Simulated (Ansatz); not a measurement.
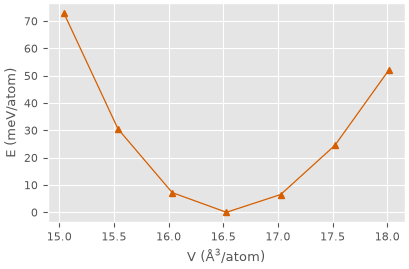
Fig. 1. AlPt (rock salt, Fm-3m) under volume change, the program Ansatz at the r²SCAN level (PAW), scaled uniformly.

Question: What does a third-order Birch–Murnaghan fit give for V₀, B₀ and B′?

Answer: V₀ = 16.53 Å³/atom, B₀ = 147 GPa, B′ = 4.6.

The start of the workflow was typed in or built on a structure type; neither database checked (COD, Materials Project) lists it. Whether it is the stable phase at ambient conditions was not checked. The r²SCAN relaxation kept the symmetry of its start; its stability against distortions is not shown here. No spin polarisation was allowed. Spin–orbit coupling is left out wherever it is not named.

Potentials: the earlier of the program's two PAW sets.
